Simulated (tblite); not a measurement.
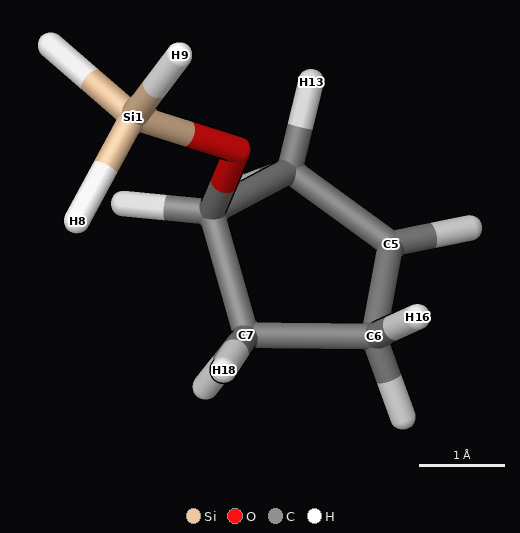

The input geometry (stick view, seen at a tilt; atoms are numbered from 1 in the order of the input). Bond lengths as drawn: C–C 1.49 to 1.54 Å, C–H 1.07 to 1.11 Å, C–O 1.44 Å, H–Si 1.47 to 1.48 Å and O–Si 1.67 Å.

## C₅H₁₁OSi: geometry relaxation

C₅H₁₁OSi, multiplicity 2, computed with GFN2-xTB geometry optimisation, gas phase (tblite 0.8.0).

It belongs to a series of runs on one base structure; here: H added to sp2 C.

Input file
```
{"job": {"kind": "relax", "xc": "GFN2-xTB", "basis": "xTB"}, "charge": 0, "multiplicity": 2}
Si     2.462900     0.909100    -0.930900
O      0.815200     0.839600    -0.643100
C      0.342800     0.023800     0.444800
C     -0.879000     0.729700     1.071900
C     -2.041500     0.200700     0.301500
C     -1.636200    -0.899400    -0.626100
C     -0.248600    -1.277600    -0.106300
H      2.969200    -0.452300    -1.184600
H      2.716100     1.776100    -2.103200
H      3.132500     1.460800     0.270900
H      1.105100    -0.154700     1.196700
H     -0.998500     0.418100     2.128200
H     -0.820300     1.813400     1.025400
H     -3.030500     0.620800     0.333000
H     -2.326500    -1.735200    -0.582000
H     -1.581300    -0.525900    -1.639500
H     -0.347700    -2.007800     0.713600
H      0.357700    -1.732800    -0.895100
```

The first line tells a small driver script what to run in tblite; the rest is the geometry in Å.

Run on 1 CPU thread, shared host.

Launch command:
```bash
OMP_NUM_THREADS=1 python <driver script> task.json out
```

Output
```
step      E/eV     max force
  0    -601.18156    1.617
  1    -601.25724    0.834
  2    -601.28367    0.434
  3    -601.29839    0.356
  4    -601.30884    0.326
  5    -601.31624    0.302
  6    -601.32708    0.272
  7    -601.33791    0.276
  8    -601.34589    0.189
  9    -601.35088    0.136
 10    -601.35496    0.166
 11    -601.35970    0.212
 12    -601.36464    0.216
 13    -601.36811    0.144
 14    -601.37041    0.134
 15    -601.37272    0.131
 16    -601.37515    0.112
 17    -601.37706    0.088
 18    -601.37848    0.092
 19    -601.37992    0.099
 20    -601.38180    0.114
 21    -601.38396    0.125
 22    -601.38573    0.096
 23    -601.38685    0.070
 24    -601.38763    0.062
 25    -601.38833    0.051
 26    -601.38890    0.052
 27    -601.38928    0.039
 28    -601.38952    0.037
 29    -601.38969    0.033
 30    -601.38981    0.024
 31    -601.38991    0.020
 32    -601.39000    0.022
 33    -601.39009    0.018
 34    -601.39016    0.018
 35    -601.39023    0.020
 36    -601.39032    0.030
 37    -601.39044    0.031
 38    -601.39058    0.030
 39    -601.39071    0.029
 40    -601.39083    0.025
 41    -601.39095    0.028
 42    -601.39107    0.025
 43    -601.39118    0.025
 44    -601.39129    0.024
 45    -601.39142    0.034
 46    -601.39160    0.039
 47    -601.39184    0.039
 48    -601.39214    0.038
 49    -601.39250    0.052
 50    -601.39299    0.055
 51    -601.39363    0.056
 52    -601.39432    0.056
 53    -601.39485    0.045
 54    -601.39519    0.050
 55    -601.39547    0.044
 56    -601.39572    0.035
 57    -601.39591    0.030
 58    -601.39602    0.024
 59    -601.39610    0.028
 60    -601.39619    0.022
 61    -601.39632    0.019
 62    -601.39637    0.017
 63    -601.39644    0.019
 64    -601.39651    0.020
 65    -601.39661    0.020
 66    -601.39671    0.025
 67    -601.39681    0.024
 68    -601.39692    0.022
 69    -601.39705    0.026
 70    -601.39719    0.029
 71    -601.39735    0.030
 72    -601.39758    0.042
 73    -601.39797    0.054
 74    -601.39854    0.060
 75    -601.39913    0.046
 76    -601.39958    0.040
 77    -601.39989    0.045
 78    -601.39999    0.070
 79    -601.40053    0.057
 80    -601.40096    0.043
 81    -601.40164    0.046
 82    -601.40180    0.030
 83    -601.40195    0.028
 84    -601.40233    0.033
 85    -601.40249    0.041
 86    -601.40276    0.033
 87    -601.40290    0.028
 88    -601.40300    0.025
 89    -601.40312    0.023
 90    -601.40324    0.023
 91    -601.40334    0.018
 92    -601.40341    0.018
 93    -601.40347    0.020
 94    -601.40358    0.031
 95    -601.40376    0.036
 96    -601.40393    0.025
 97    -601.40403    0.021
 98    -601.40410    0.026
 99    -601.40418    0.029
100    -601.40429    0.030
101    -601.40439    0.020
102    -601.40448    0.017
103    -601.40455    0.022
104    -601.40461    0.022
105    -601.40467    0.023
106    -601.40472    0.021
107    -601.40480    0.024
108    -601.40494    0.033
109    -601.40513    0.048
110    -601.40544    0.046
111    -601.40570    0.037
112    -601.40586    0.024
113    -601.40596    0.024
114    -601.40605    0.021
115    -601.40614    0.012
116    -601.40618    0.012
117    -601.40620    0.011
118    -601.40621    0.008
```

Trajectory as extended XYZ (Å, eV, eV/Å), 6 of the 119 frames kept, from step=0 to step=118
```
18
Properties=species:S:1:pos:R:3:forces:R:3 step=0 energy=-601.18156
Si    2.4629    0.9091   -0.9309   -0.7640   0.1530   0.0180
O     0.8152    0.8396   -0.6431    1.4290  -0.4680   0.5940
C     0.3428    0.0238    0.4448   -0.6900   0.6110  -0.7400
C    -0.8790    0.7297    1.0719   -0.5430  -0.6380  -0.0170
C    -2.0415    0.2007    0.3015    0.1590  -0.0810  -0.2480
C    -1.6362   -0.8994   -0.6261   -0.0420   0.4660   0.9950
C    -0.2486   -1.2776   -0.1063    0.1110  -0.4930  -0.0060
H     2.9692   -0.4523   -1.1846   -0.0260   0.1320   0.0450
H     2.7161    1.7761   -2.1032   -0.3900  -0.2580   0.3830
H     3.1325    1.4608    0.2709   -0.1230  -0.1300  -0.2050
H     1.1051   -0.1547    1.1967    0.3340   0.0300  -0.0670
H    -0.9985    0.4181    2.1282    0.2550   0.2520  -0.1530
H    -0.8203    1.8134    1.0254    0.1680   0.1280   0.0570
H    -3.0305    0.6208    0.3330    0.1250  -0.0010   0.0060
H    -2.3265   -1.7352   -0.5820   -0.1730  -0.1780  -0.1700
H    -1.5813   -0.5259   -1.6395    0.0130   0.0300  -0.4640
H    -0.3477   -2.0078    0.7136    0.0640   0.2540  -0.2030
H     0.3577   -1.7328   -0.8951    0.0950   0.1910   0.1770
18
Properties=species:S:1:pos:R:3:forces:R:3 step=24 energy=-601.38763
Si    2.4846    0.8907   -0.9029   -0.0460   0.0190   0.0110
O     0.9242    0.7776   -0.4976    0.0080  -0.0380   0.0070
C     0.3217   -0.0075    0.4968    0.0170   0.0200  -0.0040
C    -0.9007    0.7378    1.0579   -0.0180  -0.0040  -0.0220
C    -2.0434    0.2144    0.2758    0.0000  -0.0030   0.0130
C    -1.6430   -0.8959   -0.6164   -0.0210   0.0240   0.0110
C    -0.2541   -1.2942   -0.1095    0.0240  -0.0090  -0.0090
H     3.0815   -0.4094   -1.2297   -0.0170  -0.0190  -0.0390
H     2.3689    1.7794   -2.0470    0.0080  -0.0060   0.0230
H     3.2669    1.4373    0.2111    0.0170   0.0290   0.0000
H     1.0599   -0.2248    1.2759   -0.0010  -0.0340   0.0520
H    -1.0149    0.5436    2.1341    0.0240  -0.0150  -0.0320
H    -0.7642    1.8190    0.9451   -0.0320   0.0000  -0.0060
H    -3.0221    0.6539    0.2875    0.0250  -0.0060  -0.0150
H    -2.3478   -1.7321   -0.6067   -0.0290  -0.0090   0.0370
H    -1.5827   -0.5573   -1.6597    0.0210   0.0340  -0.0360
H    -0.3360   -2.0606    0.6612   -0.0110   0.0290   0.0460
H     0.3927   -1.6657   -0.9008    0.0310  -0.0100  -0.0380
18
Properties=species:S:1:pos:R:3:forces:R:3 step=47 energy=-601.39184
Si    2.4808    0.8961   -0.9118   -0.0020  -0.0090  -0.0140
O     0.9319    0.7708   -0.4737   -0.0020   0.0150   0.0130
C     0.3210   -0.0128    0.5138    0.0150  -0.0260  -0.0030
C    -0.9085    0.7315    1.0624    0.0140   0.0020  -0.0230
C    -2.0437    0.2101    0.2694    0.0000  -0.0160  -0.0090
C    -1.6340   -0.8981   -0.6206    0.0220  -0.0130  -0.0010
C    -0.2537   -1.3020   -0.0897   -0.0070   0.0010  -0.0060
H     3.0539   -0.3968   -1.3062   -0.0100  -0.0010  -0.0170
H     2.3423    1.8269   -2.0194   -0.0090  -0.0080   0.0070
H     3.3152    1.4157    0.1787   -0.0290  -0.0070   0.0120
H     1.0487   -0.2354    1.3026    0.0130   0.0070   0.0230
H    -1.0266    0.5338    2.1369    0.0000   0.0050  -0.0200
H    -0.7773    1.8119    0.9468   -0.0050   0.0300   0.0240
H    -3.0063    0.6809    0.2321   -0.0030   0.0010   0.0010
H    -2.3425   -1.7332   -0.6188    0.0080   0.0280  -0.0030
H    -1.5552   -0.5526   -1.6625    0.0080  -0.0190   0.0220
H    -0.3574   -2.0469    0.7009    0.0010   0.0040  -0.0330
H     0.4027   -1.6935   -0.8658   -0.0140   0.0050   0.0240
18
Properties=species:S:1:pos:R:3:forces:R:3 step=71 energy=-601.39735
Si    2.4338    0.8835   -0.9570    0.0180  -0.0080  -0.0040
O     0.9124    0.7920   -0.4301    0.0090  -0.0040  -0.0200
C     0.3227    0.0006    0.5616    0.0060   0.0110  -0.0010
C    -0.9266    0.7305    1.0789   -0.0110   0.0010   0.0040
C    -2.0162    0.2328    0.2110   -0.0260  -0.0110   0.0090
C    -1.5769   -0.8988   -0.6349    0.0170   0.0020  -0.0060
C    -0.2302   -1.3032   -0.0270    0.0140  -0.0010   0.0110
H     2.9103   -0.3821   -1.5299   -0.0040   0.0060   0.0030
H     2.2790    1.9320   -1.9526    0.0020  -0.0120   0.0190
H     3.3437    1.2385    0.1395    0.0020  -0.0080  -0.0200
H     1.0537   -0.1948    1.3558   -0.0080   0.0120   0.0150
H    -1.0981    0.4874    2.1363    0.0070   0.0040   0.0150
H    -0.7927    1.8146    1.0138   -0.0100   0.0040   0.0120
H    -2.9638    0.7223    0.1082   -0.0260   0.0090  -0.0040
H    -2.2959   -1.7245   -0.6517    0.0110   0.0130  -0.0030
H    -1.4407   -0.5760   -1.6768    0.0010  -0.0100  -0.0140
H    -0.3842   -2.0187    0.7810    0.0110  -0.0150   0.0090
H     0.4611   -1.7299   -0.7512   -0.0130   0.0080  -0.0240
18
Properties=species:S:1:pos:R:3:forces:R:3 step=94 energy=-601.40358
Si    2.3818    0.8264   -1.0052   -0.0110  -0.0060  -0.0020
O     0.9271    0.8931   -0.3105   -0.0100  -0.0050   0.0050
C     0.3134    0.0690    0.6384   -0.0160  -0.0050   0.0090
C    -0.9909    0.7399    1.1017   -0.0080   0.0050  -0.0020
C    -2.0112    0.2245    0.1617   -0.0080   0.0100   0.0020
C    -1.4938   -0.9010   -0.6487   -0.0040   0.0100   0.0020
C    -0.1609   -1.2521    0.0208   -0.0070  -0.0080   0.0040
H     2.5940   -0.4009   -1.7827   -0.0070  -0.0080  -0.0040
H     2.2941    2.0060   -1.8483    0.0020   0.0170   0.0050
H     3.4486    0.8878   -0.0011    0.0130   0.0040   0.0110
H     1.0106   -0.1016    1.4694    0.0010   0.0030  -0.0100
H    -1.2084    0.4531    2.1408    0.0120   0.0080  -0.0080
H    -0.9016    1.8297    1.0815    0.0050   0.0020  -0.0150
H    -2.9560    0.7019   -0.0139    0.0220  -0.0190   0.0100
H    -2.1833   -1.7516   -0.6799    0.0130   0.0040  -0.0110
H    -1.3282   -0.5923   -1.6908    0.0000   0.0020   0.0040
H    -0.3196   -1.9791    0.8176    0.0030  -0.0070   0.0100
H     0.5755   -1.6465   -0.6757    0.0000  -0.0060  -0.0090
18
Properties=species:S:1:pos:R:3:forces:R:3 step=118 energy=-601.40621
Si    2.3463    0.7991   -1.0347    0.0030   0.0020  -0.0010
O     0.9427    0.9238   -0.2499   -0.0010  -0.0010  -0.0030
C     0.3078    0.0944    0.6797    0.0010  -0.0020  -0.0010
C    -1.0172    0.7569    1.0940    0.0040   0.0020   0.0000
C    -2.0112    0.1927    0.1536    0.0020  -0.0010   0.0000
C    -1.4363   -0.8999   -0.6621    0.0030  -0.0020   0.0000
C    -0.1310   -1.2393    0.0638   -0.0010   0.0000   0.0020
H     2.3814   -0.3337   -1.9690   -0.0020   0.0030   0.0000
H     2.3452    2.0810   -1.7195    0.0030   0.0000   0.0030
H     3.4672    0.6269   -0.1034   -0.0030   0.0000   0.0000
H     0.9828   -0.0581    1.5323   -0.0020  -0.0030  -0.0010
H    -1.2512    0.5138    2.1397   -0.0030   0.0010  -0.0020
H    -0.9413    1.8467    1.0278    0.0020   0.0030   0.0020
H    -2.9834    0.6149   -0.0078   -0.0010  -0.0010  -0.0070
H    -2.1055   -1.7605   -0.7565    0.0050  -0.0020   0.0060
H    -1.2183   -0.5560   -1.6842   -0.0050   0.0030   0.0020
H    -0.3218   -1.9530    0.8661    0.0020  -0.0020   0.0000
H     0.6349   -1.6435   -0.5947   -0.0060   0.0020   0.0000
```

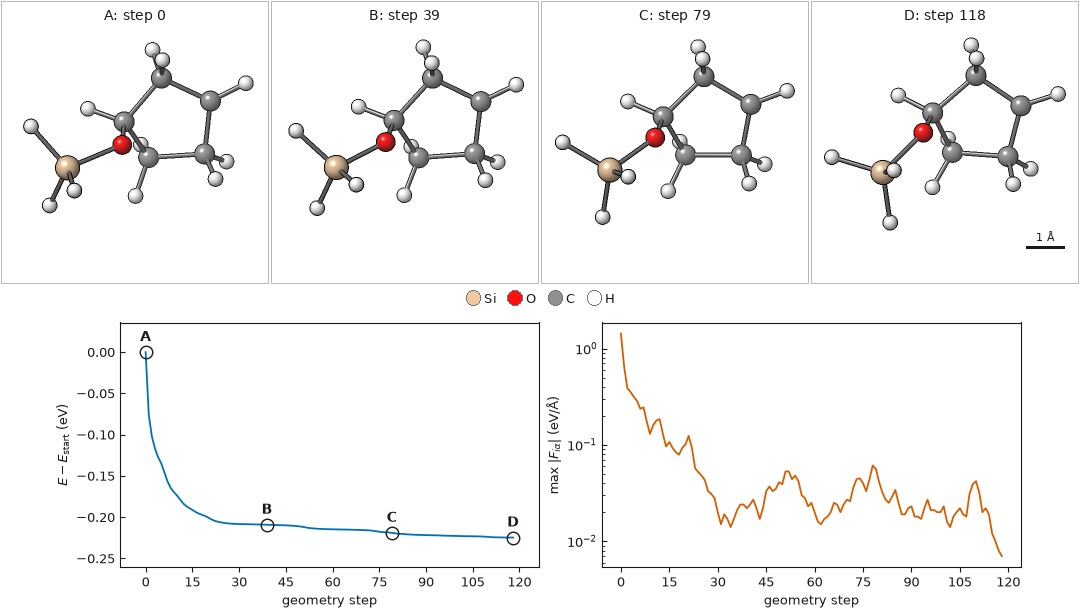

Frames of the relaxation (ball-and-stick view, seen at a tilt) above the curves, on which the letters mark them (steps are counted from 0).

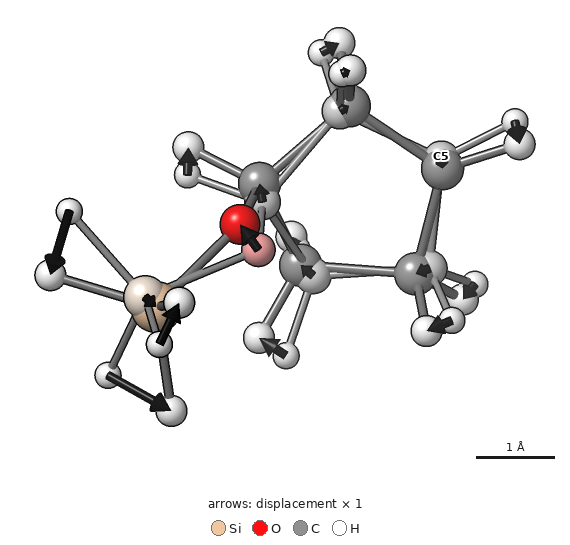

Start (faint) and end (solid) with the displacements as black arrows, at true length (ball-and-stick view, seen at a tilt). The two geometries are laid on each other by the best rigid fit. After 118 geometry steps the energy has fallen by 0.225 eV. The largest force component goes from 1.4 to 0.007 eV/Å. The atom that moves furthest after the best rigid fit is H8 (1.00 Å). By element the largest moves are H 1.00 Å, O 0.41 Å, C 0.25 Å, Si 0.21 Å. Distances before and after: Si1–O2 1.674 → 1.613 Å, O2–C3 1.440 → 1.398 Å, Si1–H9 1.480 → 1.453 Å, C6–H16 1.081 → 1.100 Å. Among the angles that change: Si1–O2–C3 118.5° → 132.3°, O2–Si1–H9 109.2° → 99.2°, C5–C4–H12 108.0° → 112.2°. (Atoms are counted from 1 in the order of the input.)

Results in brief

| quantity | value |
| --- | --- |
| outcome | converged |
| total energy | −601.4062 eV |
| wall time | 0.72 s |
| peak memory | 0.18 GiB |
